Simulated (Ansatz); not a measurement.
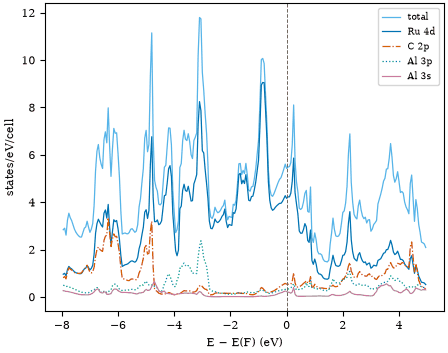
Figure. Total and projected density of states of AlRu₂C in space group P6_3/mmc (No. 194; Al on 2d, Ru on 4f, C on 2a), the program Ansatz at the r²SCAN level (PAW)

Problem. Which orbitals carry the states next to the Fermi level?

Solution. Within 0.5 eV of the Fermi level: Ru 4d 78 %, C 2p 9 %, Al 3p 6 %. Projections are on Löwdin-orthogonalised atomic valence shells; empty p or d shells of many metals are not among them.

Problem. Where is the tallest occupied peak in this window, and what makes it?

Solution. Near -3.1 eV, about 12 states/eV per cell; the largest projected share is Ru 4d.

The start of the workflow was typed in or built on a structure type; neither database checked (COD, Materials Project) lists it. Whether it is the stable phase at ambient conditions was not checked. The cell was relaxed with r²SCAN under the symmetry of its start; its stability against distortions is not shown here. No spin polarisation was allowed. Scalar-relativistic: spin–orbit coupling is off unless named, which matters more the heavier the elements.

Potentials: the earlier of the program's two PAW sets.
